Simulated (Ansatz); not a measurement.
# ZrAl2N3: one candidate of a structure search

Aim: relax a trial structure of ZrAl2N3 and see where it ends.

Computed with Ansatz 0.2.0 (DFT PBE, scalar-relativistic, plane waves, PAW, unless a step's input says otherwise).

**1. The starting structure**

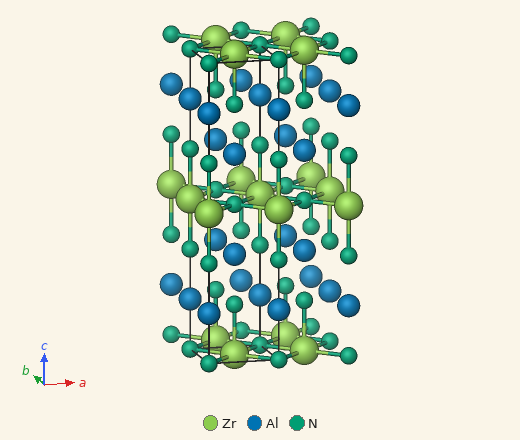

The starting structure, seen slightly off an axis (zirconium green, aluminium blue, nitrogen teal). 2×2×1 cells are drawn. Atoms on the faces are drawn again on the opposite ones. The cell drawn here is the conventional one.

Structure file:

```xyz
6
Lattice="-1.6698 1.6698 7.0842 1.6698 -1.6698 7.0842 1.6698 1.6698 -7.0842" Properties=species:S:1:pos:R:3 pbc="T T T"
Zr    0.0000    0.0000    7.0842
Al    0.0000    0.0000   11.8071
Al    0.0000    0.0000    2.3614
N     0.0000    0.0000    9.4456
N     0.0000    0.0000    4.7228
N     0.0000    0.0000    0.0000
```

The start is an ordering of an alloy on its end members' structure types: elements ordered on the sites of the ZrN type, Zr/Al on Zr (I4/mmm, No. 139).

**2. A first look at the guess**

The input, input.yaml:

```yaml
crystal:
  lattice:
    - [-1.6697703, 1.6697703, 7.08423543]
    - [1.6697703, -1.6697703, 7.08423543]
    - [1.6697703, 1.6697703, -7.08423543]
  atoms:
    - { symbol: Zr, position: [0.5, 0.5, 0.0] }
    - { symbol: Al, position: [0.83333333, 0.83333333, 0.0] }
    - { symbol: Al, position: [0.16666667, 0.16666667, 0.0] }
    - { symbol: "N", position: [0.66666667, 0.66666667, 0.0] }
    - { symbol: "N", position: [0.33333333, 0.33333333, 0.0] }
    - { symbol: "N", position: [0.0, 0.0, 0.0] }
basis:
  ecutwfc: 420
kpoints:
  mp_grid: { grid: [8, 8, 8] }
hamiltonian:
  xc: pbe
scf:
  occupations: { method: gaussian, width: 0.1 }
  lower_state_search: "off"
output:
  forces: true
  stress: true
  eigenvalues: true
```

Command:

```
> ansatz run input.yaml --threads 1 --pin off --max-ram 2560MiB --backend cpu --events-out ev --progress --plain --runs-dir out
```

The program printed (excerpt; [...] marks lines left out):

```text
Warning: RAYON_NUM_THREADS=1 ignored (pool sized by the plan → 1); use --threads N
[...]
Pseudopotentials: kind: paw
Pseudopotential: Zr, paw, valence charge 12, recommended cutoff 420 eV (normal), Zr.paw.azcp
Pseudopotential: Al, paw, valence charge 3, recommended cutoff 420 eV (normal), Al.paw.azcp
Pseudopotential: N, paw, valence charge 5, recommended cutoff 420 eV (normal), N.paw.azcp
Functional definition: PBE
[...]
Crystal: 6 atoms, lattice volume = 79.007 Å³
Basis set: ecut = 420 eV, 1555 PW (Γ), FFT grids on a1+a3, a2+a3, a3, exchange–correlation on 48×48×100 points (8 copies of the dense FFT grid, shifted against one another)
Bands: 23, of which v1, the nominal top of the filled ones, is band 17 counted from 1 (16 counted from 0)
[...]
Free energy (F): -6414.754510 eV
[...]
E sigma→0 (E₀):  -6414.750575 eV
Entropy (-TS):   -0.007870 eV (-1.312 meV/atom)
Fermi energy:    10.686733 eV
[...]
--- Forces (eV/Å), atoms counted from 1 ---
  atom   1  Zr    -0.00000000     0.00000000    -0.00000000
  atom   2  Al     0.00000000    -0.00000000    -0.72136921
  atom   3  Al     0.00000000     0.00000000     0.72136921
  atom   4  N      0.00000000    -0.00000000     0.38703624
  atom   5  N      0.00000000     0.00000000    -0.38703624
  atom   6  N      0.00000000     0.00000000     0.00000000
[...]
--- Stress (GPa, compression-positive) ---
      -31.984528       0.000000       0.000000
        0.000000     -31.984528      -0.000000
       -0.000000       0.000000     -31.299676
  P = ⅓ Tr σ = -31.7562 GPa (-317.562 kbar)
--- Band table (eV; the first three rows and the last of 59) ---
[... band rows left out ...]
[...]
```

Run time: 21 s. Hardware: 1 thread of Intel Xeon at 2.50GHz (Skylake/Cascade Lake), shared host; peak memory 0.4 GiB.

From the probe: pressure -31.8 GPa, largest force 0.72 eV/Å, gap on this mesh none (metal). A guess like this is first relaxed loosely on the coarse mesh.

**3. A loose first relaxation**

Changes to input.yaml since step 2:

```diff
@@ -25 +25,6 @@
   eigenvalues: true
+relax:
+  adjacent_minimum: "off"
+  f_tol: 0.04
+  max_steps: 70
+  cell: { stress_tol: 0.4 }
```

Command:

```
> ansatz run input.yaml --threads 1 --pin off --max-ram 2560MiB --backend cpu --events-out ev --progress --plain --runs-dir out
```

The program printed:

```text
Warning: RAYON_NUM_THREADS=1 ignored (pool sized by the plan → 1); use --threads N
basis.fft_grid_basis auto: the FFT boxes are laid along the combinations [[1, 0, 1], [0, 1, 1], [0, 0, 1]] of the cell's own vectors, 3.340, 3.340 and 7.467 Å long. The dense box has 24×24×50 points. Along the cell's own vectors, as sized, it would have 50×50×50, 4.34 times as many. Of the 16 symmetry operations that the crystal satisfies within crystal.symmetry.tolerance (time reversal apart; of a slab, those that keep its plane) the dense box along the cell's own vectors carries 16, and the one as laid loses 12 of those. basis.fft_grid_basis: typed keeps the cell's own vectors: state it where this run's energies or levels are differenced outside the engine with another run's, or held beside a run that keeps those vectors.
Engine: ansatz 0.2.0, x86_64-unknown-linux-gnu
Pseudopotentials: kind: paw
Pseudopotential: Zr, paw, valence charge 12, recommended cutoff 420 eV (normal), Zr.paw.azcp
Pseudopotential: Al, paw, valence charge 3, recommended cutoff 420 eV (normal), Al.paw.azcp
Pseudopotential: N, paw, valence charge 5, recommended cutoff 420 eV (normal), N.paw.azcp
Functional definition: PBE
  parameter kappa = 0.804
  parameter beta = 0.06672455060314922
  exchange = pbe_x(kappa = kappa, mu = beta*pi^2/3)
  correlation = pbe_c(beta = beta)
Crystal: 6 atoms, lattice volume = 79.007 Å³
Basis set: ecut = 420 eV, 1555 PW (Γ), FFT grids on a1+a3, a2+a3, a3, exchange–correlation on 48×48×100 points (8 copies of the dense FFT grid, shifted against one another)
Bands: 23, of which v1, the nominal top of the filled ones, is band 17 counted from 1 (16 counted from 0)
Symmetry: 16 space group operations
Space group: I4/mmm (ITA 139), of the structure as read, at distance tolerance 4.3e-5 Å
k-points: 59 of 512
Non-local potential: Zr, projectors of the file, l = 0: 3, l = 1: 2, l = 2: 2, l = 3: 2
Non-local potential: Al, projectors of the file, l = 0: 2, l = 1: 2, l = 2: 1
Non-local potential: N, projectors of the file, l = 0: 2, l = 1: 2, l = 2: 1
PAW form: soft (Blöchl's): semilocal exchange-correlation on the pseudo side does not see the compensation charge
PAW one-centre angular grid: Zr, 590 points (default); XC on 64 Gauss nodes
PAW one-centre angular grid: Al, 110 points (default); XC on 64 Gauss nodes
PAW one-centre angular grid: N, 110 points (default); XC on 64 Gauss nodes
Initial density: superposition of atomic densities (neutral atoms: chi_scale 0, normalization atom), corrected by the library's trained network
Initial wavefunctions: pseudopotential atomic-orbital guess
Functional: x = pbe(κ = 0.804, μ = 0.2195149727645171), c = pbe(β = 0.06672455060314922)
SCF iter   1: F=—  HF=-6414.796663 eV  |F-HF|=—  |Δ(HF+E_count)|=         —  Δρ=8.29e-3  dr2=2.36e-1  ethr=1.77e-3  ⟨swp⟩=6.1  Hψ=6651  notcnv=0
preconditioner: auto → Kerker (q_TF=auto, 2.359 Å⁻¹)  [metal: Δε(μ)=0.004 eV  Ē_g=9.115 eV  σ=0.100 eV  W_gap=0.02  n_scr=20 (ndim 8)  ℏωp=20.9 eV  f_vac=0.000  D(μ)=1.77/eV (n_scr^D=12)]
SCF iter   2: F=—  HF=-6414.767864 eV  |F-HF|=—  |Δ(HF+E_count)|=   2.88e-2  Δρ=3.80e-3  dr2=5.68e-2  ethr=7.14e-4  ⟨swp⟩=1.2  Hψ=1842  notcnv=0  defer=5
SCF iter   3: F=—  HF=-6414.759218 eV  |F-HF|=—  |Δ(HF+E_count)|=   8.65e-3  Δρ=2.04e-3  dr2=2.19e-2  ethr=1.72e-4  ⟨swp⟩=1.1  Hψ=1290  notcnv=0  defer=5
SCF iter   4: F=—  HF=-6414.754722 eV  |F-HF|=—  |Δ(HF+E_count)|=   4.50e-3  Δρ=8.96e-4  dr2=7.08e-4  ethr=6.63e-5  ⟨swp⟩=2.2  Hψ=1597  notcnv=0  defer=5
SCF iter   5: F=—  HF=-6414.754613 eV  |F-HF|=—  |Δ(HF+E_count)|=   1.08e-4  Δρ=4.87e-4  dr2=3.20e-4  ethr=2.15e-6  ⟨swp⟩=2.0  Hψ=2260  notcnv=0  defer=30
SCF iter   6: F=—  HF=-6414.754559 eV  |F-HF|=—  |Δ(HF+E_count)|=   5.39e-5  Δρ=1.44e-4  dr2=2.81e-5  ethr=9.70e-7  ⟨swp⟩=2.0  Hψ=1780  notcnv=0  defer=30
SCF iter   7: F=—  HF=-6414.754510 eV  |F-HF|=—  |Δ(HF+E_count)|=   4.90e-5  Δρ=4.00e-5  dr2=2.64e-6  ethr=8.51e-8  ⟨swp⟩=2.3  Hψ=1970  notcnv=0  defer=49
SCF iter   8: F=—  HF=-6414.754510 eV  |F-HF|=—  |Δ(HF+E_count)|=   3.99e-7  Δρ=1.19e-5  dr2=2.05e-7  ethr=7.99e-9  ⟨swp⟩=2.3  Hψ=1970  notcnv=0  defer=49
SCF iter   9: F=-6414.754510 eV  HF=-6414.754510 eV  |F-HF|=2.61e-9  |Δ(HF+E_count)|=   1.26e-9  Δρ=2.54e-6  dr2=6.63e-9  ethr=3.03e-10  ⟨swp⟩=7.9  Hψ=4992  notcnv=0
SCF 1 converged in 9 iterations: F = -6414.754510 eV  dr2 = 6.63e-9
relax step   1: F+E_penalty+E_count = -6414.75451007 eV  Δ(F+E_penalty+E_count) = +0.000e0 eV  max|allowed force component| = 7.214e-1 eV/Å  Δτ_max = 0.0000 Å  P = -31.756 GPa  Ω = 79.007 Å³  (9 SCF iters, dr2 threshold 1.00e-7 eV, accepted)
Crystal: 6 atoms, lattice volume = 68.081 Å³
Basis set: ecut = 420 eV, 1347 PW (Γ), FFT grids on a1+a3, a2+a3, a3, exchange–correlation on 48×48×100 points (8 copies of the dense FFT grid, shifted against one another)
Initial density: handed on by an earlier stage of this run
Initial wavefunctions: those handed on with the density
iter 1 solved again at ethr=2.86e-3 eV; its pass at ethr=3.10e-3 eV (dr2=9.43e-1 eV) is discarded
SCF iter   1: F=—  HF=-6416.867251 eV  |F-HF|=—  |Δ(HF+E_count)|=         —  Δρ=2.16e-2  dr2=9.47e-1  ethr=2.86e-3  ⟨swp⟩=1.0  Hψ=8055  notcnv=0
preconditioner: auto → Kerker (q_TF=auto, 2.418 Å⁻¹)  [metal: Δε(μ)=0.037 eV  Ē_g=10.424 eV  σ=0.100 eV  W_gap=0.21  n_scr=12 (ndim 8)  ℏωp=22.5 eV  f_vac=0.000  D(μ)=2.51/eV (n_scr^D=20)]
SCF iter   2: F=—  HF=-6416.717960 eV  |F-HF|=—  |Δ(HF+E_count)|=   1.49e-1  Δρ=9.86e-3  dr2=3.57e-1  ethr=2.86e-3  ⟨swp⟩=2.1  Hψ=1683  notcnv=0
SCF iter   3: F=—  HF=-6416.652686 eV  |F-HF|=—  |Δ(HF+E_count)|=   6.53e-2  Δρ=5.23e-3  dr2=7.53e-2  ethr=1.08e-3  ⟨swp⟩=2.1  Hψ=2095  notcnv=0  defer=67
SCF iter   4: F=—  HF=-6416.637090 eV  |F-HF|=—  |Δ(HF+E_count)|=   1.56e-2  Δρ=2.44e-3  dr2=8.10e-3  ethr=2.28e-4  ⟨swp⟩=1.9  Hψ=1797  notcnv=0  defer=74
SCF iter   5: F=—  HF=-6416.634874 eV  |F-HF|=—  |Δ(HF+E_count)|=   2.22e-3  Δρ=1.12e-3  dr2=1.77e-3  ethr=2.45e-5  ⟨swp⟩=2.7  Hψ=2601  notcnv=0  defer=74
SCF iter   6: F=—  HF=-6416.634565 eV  |F-HF|=—  |Δ(HF+E_count)|=   3.09e-4  Δρ=4.57e-4  dr2=1.28e-4  ethr=5.37e-6  ⟨swp⟩=2.0  Hψ=1782  notcnv=0  defer=74
SCF iter   7: F=—  HF=-6416.634582 eV  |F-HF|=—  |Δ(HF+E_count)|=   1.72e-5  Δρ=1.09e-4  dr2=2.08e-5  ethr=3.88e-7  ⟨swp⟩=2.1  Hψ=1995  notcnv=0  defer=73
SCF iter   8: F=-6416.634577 eV  HF=-6416.634577 eV  |F-HF|=2.18e-7  |Δ(HF+E_count)|=   4.97e-6  Δρ=2.31e-5  dr2=4.42e-7  ethr=1.82e-9  ⟨swp⟩=8.3  Hψ=6989  notcnv=0
SCF 2 converged in 8 iterations: F = -6416.634577 eV  dr2 = 4.42e-7
relax step   2: F+E_penalty+E_count = -6416.63457706 eV  Δ(F+E_penalty+E_count) = -1.880e0 eV  max|allowed force component| = 1.482e0 eV/Å  Δτ_max = 0.0355 Å  P = -18.534 GPa  Ω = 68.081 Å³  energy of the carried Pulay correction = +2.576e-2 eV  (8 SCF iters, dr2 threshold 6.00e-7 eV, accepted)
Crystal: 6 atoms, lattice volume = 59.760 Å³
Basis set: ecut = 420 eV, 1161 PW (Γ), FFT grids on a1+a3, a2+a3, a3, exchange–correlation on 48×48×100 points (8 copies of the dense FFT grid, shifted against one another)
iter 1 solved again at ethr=1.36e-3 eV; its pass at ethr=3.10e-3 eV (dr2=4.50e-1 eV) is discarded
SCF iter   1: F=—  HF=-6417.522751 eV  |F-HF|=—  |Δ(HF+E_count)|=         —  Δρ=2.57e-2  dr2=4.54e-1  ethr=1.36e-3  ⟨swp⟩=1.0  Hψ=8333  notcnv=0
preconditioner: auto → Kerker (q_TF=auto, 2.471 Å⁻¹)  [metal: Δε(μ)=0.051 eV  Ē_g=11.591 eV  σ=0.100 eV  W_gap=0.27  n_scr=12 (ndim 8)  ℏωp=24.0 eV  f_vac=0.000  D(μ)=1.07/eV (n_scr^D=2)]
SCF iter   2: F=—  HF=-6417.408543 eV  |F-HF|=—  |Δ(HF+E_count)|=   1.14e-1  Δρ=1.02e-2  dr2=1.01e-1  ethr=1.36e-3  ⟨swp⟩=2.1  Hψ=2231  notcnv=0
SCF iter   3: F=—  HF=-6417.381650 eV  |F-HF|=—  |Δ(HF+E_count)|=   2.69e-2  Δρ=4.79e-3  dr2=3.28e-2  ethr=3.07e-4  ⟨swp⟩=1.3  Hψ=1506  notcnv=0  defer=2
SCF iter   4: F=—  HF=-6417.372061 eV  |F-HF|=—  |Δ(HF+E_count)|=   9.59e-3  Δρ=1.53e-3  dr2=2.76e-3  ethr=9.94e-5  ⟨swp⟩=2.2  Hψ=2293  notcnv=0  defer=5
SCF iter   5: F=—  HF=-6417.371518 eV  |F-HF|=—  |Δ(HF+E_count)|=   5.43e-4  Δρ=8.97e-4  dr2=1.06e-3  ethr=8.35e-6  ⟨swp⟩=2.1  Hψ=1949  notcnv=0  defer=5
SCF iter   6: F=—  HF=-6417.371313 eV  |F-HF|=—  |Δ(HF+E_count)|=   2.05e-4  Δρ=2.09e-4  dr2=6.27e-5  ethr=3.23e-6  ⟨swp⟩=2.1  Hψ=1648  notcnv=0  defer=5
SCF iter   7: F=—  HF=-6417.371222 eV  |F-HF|=—  |Δ(HF+E_count)|=   9.08e-5  Δρ=4.94e-5  dr2=1.80e-6  ethr=1.90e-7  ⟨swp⟩=2.0  Hψ=1789  notcnv=0  defer=10
SCF iter   8: F=-6417.371222 eV  HF=-6417.371222 eV  |F-HF|=4.28e-8  |Δ(HF+E_count)|=   3.50e-7  Δρ=1.25e-5  dr2=9.76e-8  ethr=1.82e-9  ⟨swp⟩=8.8  Hψ=6545  notcnv=0
SCF 3 converged in 8 iterations: F = -6417.371222 eV  dr2 = 9.76e-8
relax step   3: F+E_penalty+E_count = -6417.37122175 eV  Δ(F+E_penalty+E_count) = -7.366e-1 eV  max|allowed force component| = 6.003e-1 eV/Å  Δτ_max = 0.1406 Å  P = +4.338 GPa  Ω = 59.760 Å³  energy of the carried Pulay correction = +4.810e-2 eV  (8 SCF iters, dr2 threshold 6.00e-7 eV, accepted)
[... 12 lines left out ...]
relax step   4: F+E_penalty+E_count = -6417.38452456 eV  Δ(F+E_penalty+E_count) = -1.330e-2 eV  max|allowed force component| = 3.277e-1 eV/Å  Δτ_max = 0.0371 Å  P = -1.958 GPa  Ω = 61.219 Å³  energy of the carried Pulay correction = +4.399e-2 eV  (6 SCF iters, dr2 threshold 6.00e-7 eV, accepted)
[... 10 lines left out ...]
relax step   5: F+E_penalty+E_count = -6417.39635618 eV  Δ(F+E_penalty+E_count) = -1.183e-2 eV  max|allowed force component| = 1.828e-2 eV/Å  Δτ_max = 0.0157 Å  P = -0.110 GPa  Ω = 60.769 Å³  energy of the carried Pulay correction = +4.525e-2 eV  (5 SCF iters, dr2 threshold 6.00e-7 eV, accepted)
[... 11 lines left out ...]
relax step   6: F+E_penalty+E_count = -6417.38244118 eV  Δ(F+E_penalty+E_count) = +1.391e-2 eV  max|allowed force component| = 1.841e-2 eV/Å  Δτ_max = 0.0000 Å  P = -0.549 GPa  Ω = 60.769 Å³  stress off target by 7.32e-1 GPa  SCF on the basis re-selected at this cell (its energy is not comparable with the rows above)  (6 SCF iters)
[... 10 lines left out ...]
relax step   7: F+E_penalty+E_count = -6417.38326257 eV  Δ(F+E_penalty+E_count) = -8.214e-4 eV  max|allowed force component| = 1.284e-2 eV/Å  Δτ_max = 0.0032 Å  P = -0.000 GPa  Ω = 60.610 Å³  energy of the carried Pulay correction = +4.605e-4 eV  (5 SCF iters, dr2 threshold 6.00e-7 eV, accepted)
iter 1 solved again at ethr=1.25e-8 eV; its pass at ethr=3.10e-3 eV (dr2=4.12e-6 eV) is discarded
SCF iter   1: F=—  HF=-6417.382833 eV  |F-HF|=—  |Δ(HF+E_count)|=         —  Δρ=2.28e-5  dr2=4.30e-7  ethr=1.25e-8  ⟨swp⟩=3.1  Hψ=10839  notcnv=0
preconditioner: auto → Kerker (q_TF=auto, 2.465 Å⁻¹)  [metal: Δε(μ)=0.116 eV  Ē_g=11.416 eV  σ=0.100 eV  W_gap=0.46  n_scr=12 (ndim 8)  ℏωp=23.8 eV  f_vac=0.000  D(μ)=1.42/eV (n_scr^D=4)]
SCF iter   2: F=—  HF=-6417.382830 eV  |F-HF|=—  |Δ(HF+E_count)|=   2.39e-6  Δρ=1.07e-5  dr2=8.84e-8  ethr=1.30e-9  ⟨swp⟩=2.0  Hψ=2308  notcnv=0
SCF iter   3: F=—  HF=-6417.382830 eV  |F-HF|=—  |Δ(HF+E_count)|=   6.51e-9  Δρ=4.90e-6  dr2=3.01e-8  ethr=2.68e-10  ⟨swp⟩=1.0  Hψ=1358  notcnv=0
SCF iter   4: F=—  HF=-6417.382830 eV  |F-HF|=—  |Δ(HF+E_count)|=   3.61e-9  Δρ=2.26e-6  dr2=8.11e-9  ethr=9.11e-11  ⟨swp⟩=2.6  Hψ=1988  notcnv=0
SCF iter   5: F=-6417.382830 eV  HF=-6417.382830 eV  |F-HF|=6.13e-10  |Δ(HF+E_count)|=   1.63e-9  Δρ=1.15e-6  dr2=1.03e-9  ethr=1.16e-11  ⟨swp⟩=4.5  Hψ=4426  notcnv=0
SCF 8 converged in 5 iterations: F = -6417.382830 eV  dr2 = 1.03e-9
relax step   8: F+E_penalty+E_count = -6417.38283040 eV  Δ(F+E_penalty+E_count) = +4.322e-4 eV  max|allowed force component| = 1.303e-2 eV/Å  Δτ_max = 0.0000 Å  P = -0.009 GPa  Ω = 60.610 Å³  stress off target by 1.90e-1 GPa  SCF on the basis re-selected at this cell (its energy is not comparable with the rows above)  (5 SCF iters)
basis re-selected at this cell: Δ(F+E_penalty+E_count) = +4.322e-4 eV, ΔP = -0.009 GPa vs the last step (what re-selecting the basis moved, of the pressure what is left beyond the Pulay correction that the steps carried, after the strain that the cell walked since its last selection, with what the two solves' SCF thresholds leave and, on support functions, any second-order correction that the steps lacked; it is no measure of the basis error at this ecutwfc). This SCF's stress stands 1.90e-1 GPa from its target on what of the cell is left free (relax.cell.stress_tol is 4.00e-1 GPa) and its largest allowed force component is 1.30e-2 eV/Å (relax.f_tol is 4.00e-2 eV/Å): within both
SCF converged after 5 iterations
Free energy (F): -6417.382830 eV
Harris-Foulkes:  -6417.382830 eV  (|F-HF|=6.13e-10)
Internal energy: -6417.375704 eV  (E = F + TS)
E sigma→0 (E₀):  -6417.379267 eV
Entropy (-TS):   -0.007126 eV (-1.188 meV/atom)
Fermi energy:    14.864680 eV
--- Per-component energies (eV) ---
  E_band       = 18.832346
  E_kinetic    = 788.286834
  E_local      = -1338.643252  (includes V_loc(G=0)·N_el)
  E_nonlocal   = 230.586568
  E_hartree    = 484.920549
  E_xc         = -428.730927
  E_vxc        = -488.132047  (∫ρ·V_xc dr)
  E_paw        = -4268.947167  (= ΣΔE_a)
  E_vpaw       = -143.106682  (= ΣTr[D̂ρ^β])
  E_aug_tail   = 0.000314  (compensation charges beyond the density's cutoff)
  E_ewald      = -1884.848625
  E_smearing   = -0.007126  (= −TS)
  E_closure    = -0.000000  (closes the sum)
  Σ components = -6417.382830   (vs F -6417.382830, Δ=0.00e0)
--- Forces (eV/Å), atoms counted from 1 ---
  atom   1  Zr    -0.00000000     0.00000000    -0.00000000
  atom   2  Al    -0.00000000     0.00000000    -0.01303463
  atom   3  Al    -0.00000000     0.00000000     0.01303463
  atom   4  N      0.00000000    -0.00000000    -0.01210128
  atom   5  N      0.00000000    -0.00000000     0.01210128
  atom   6  N      0.00000000     0.00000000     0.00000000
  max |Σ_I F_I| component: 3.43e-17 eV/Å
--- Stress (GPa, compression-positive) ---
        0.081294       0.000000       0.000000
        0.000000       0.081294       0.000000
        0.000000       0.000000      -0.189841
  P = ⅓ Tr σ = -0.0091 GPa (-0.091 kbar)
--- Band table (eV; the first three rows and the last of 59) ---
  k-point 0: bands = ["-34.6513", "-13.0527", "-12.4604", "-12.4604", "-3.8069", "-1.8311", "-1.1018", "6.9138", "7.4661", "9.5641", "9.5641", "11.0988", "11.0988", "11.4775", "11.9327", "12.0435", "12.0435", "14.9785", "16.7102", "16.7102", "17.5604", "17.5814", "17.8473"]
  k-point 1: bands = ["-34.6236", "-13.0148", "-12.6526", "-12.5800", "-3.4559", "-1.3666", "-0.9761", "6.6547", "7.0546", "8.7453", "9.7443", "10.0463", "10.1444", "10.3716", "11.3504", "11.4735", "13.9279", "16.0093", "16.3267", "17.3818", "18.2301", "18.6220", "19.2333"]
  k-point 2: bands = ["-34.5574", "-12.9929", "-12.9274", "-12.8603", "-2.5537", "-0.8462", "-0.7279", "5.9968", "7.1696", "7.3393", "8.1700", "9.2396", "9.2939", "9.8832", "11.0559", "11.4619", "14.7187", "16.7299", "17.0132", "17.0561", "19.3039", "19.7864", "20.5319"]
  k-point 58: bands = ["-34.6513", "-13.0568", "-12.4604", "-12.4604", "-3.4168", "-2.4144", "-1.0693", "6.9829", "9.0561", "9.5066", "9.6945", "9.6945", "11.0717", "11.0717", "11.7416", "11.7416", "11.9117", "15.8677", "17.1608", "17.1765", "17.1765", "17.5831", "18.4332"]
--- Relaxed structure (6 steps of the walk, 6 accepted, 2 SCFs on fresh bases) ---
  F+E_penalty+E_count = -6417.38283040 eV   max|allowed force component| = 1.303e-2 eV/Å   (the final SCF, on the basis selected at the relaxed cell)
  cell:  # Å, volume = 60.6100 Å³
    - [-1.5357888275550693, 1.5357888275550693, 6.424233162333475]
    - [1.5357888275550693, -1.5357888275550693, 6.424233162333475]
    - [1.5357888275550693, 1.5357888275550693, -6.424233162333475]
  atoms:
    - { symbol: Zr, position: [0.5, 0.5, -2.8509218851005034e-34] }
    - { symbol: Al, position: [0.828045355838044, 0.828045355838044, 5.385927511403201e-34] }
    - { symbol: Al, position: [0.17195464416195608, 0.17195464416195608, 4.645463491859627e-34] }
    - { symbol: N, position: [0.6761710339696778, 0.6761710339696778, -5.391781849345471e-35] }
    - { symbol: N, position: [0.3238289660303223, 0.3238289660303223, -1.8736445701952688e-34] }
    - { symbol: N, position: [1.6356614391115469e-19, 1.6356614391115473e-19, -2.9075546507661304e-34] }
```

Run time: 2.4 min. Hardware: 1 thread of Intel Xeon at 2.50GHz (Skylake/Cascade Lake), shared host; peak memory 0.43 GiB.

Step by step:

```csv
step,E - E(step 1) (eV/cell),largest force component (eV/Å),pressure (GPa),volume (Å³)
1,0.0000,0.7214,-31.76,79.01
2,-1.8801,1.4825,-18.53,68.08
3,-2.6167,0.6003,4.34,59.76
4,-2.6300,0.3277,-1.96,61.22
5,-2.6418,0.0183,-0.11,60.77
6,-2.6279,0.0184,-0.55,60.77
7,-2.6288,0.0128,0.00,60.61
8,-2.6283,0.0130,-0.01,60.61
```

Step 1 is the start. Steps 6, 8 each repeat the geometry before them on a plane-wave basis chosen anew, so the energy can jump there without any move.

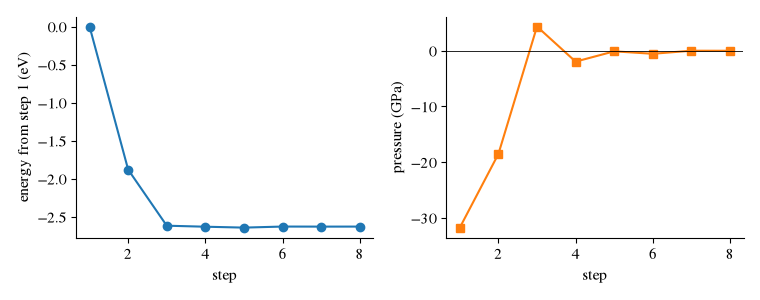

Energy and pressure along the relaxation.

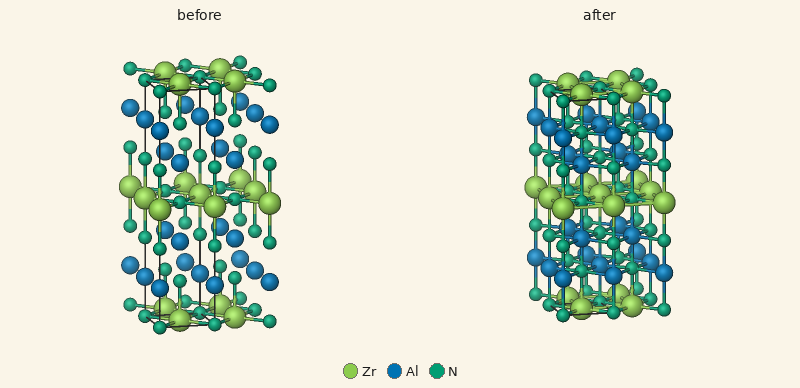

Before and after, at one scale.

Lengths and angles in the start's conventional setting:

|  | before | after | change |
| --- | --- | --- | --- |
| a (Å) | 3.340 | 3.072 | -8.0 % |
| b (Å) | 3.340 | 3.072 | -8.0 % |
| c (Å) | 14.168 | 12.848 | -9.3 % |
| volume (Å³/atom) | 13.17 | 10.10 | -23.3 % |
| shortest distance (Å) | 2.361 | 1.951 | -17.4 % |
| space group (0.01 Å) | I4/mmm | I4/mmm | same |

The run keeps the 16 symmetry operations of the start, so it could not have lowered the symmetry.

[end of part 1 of 2]
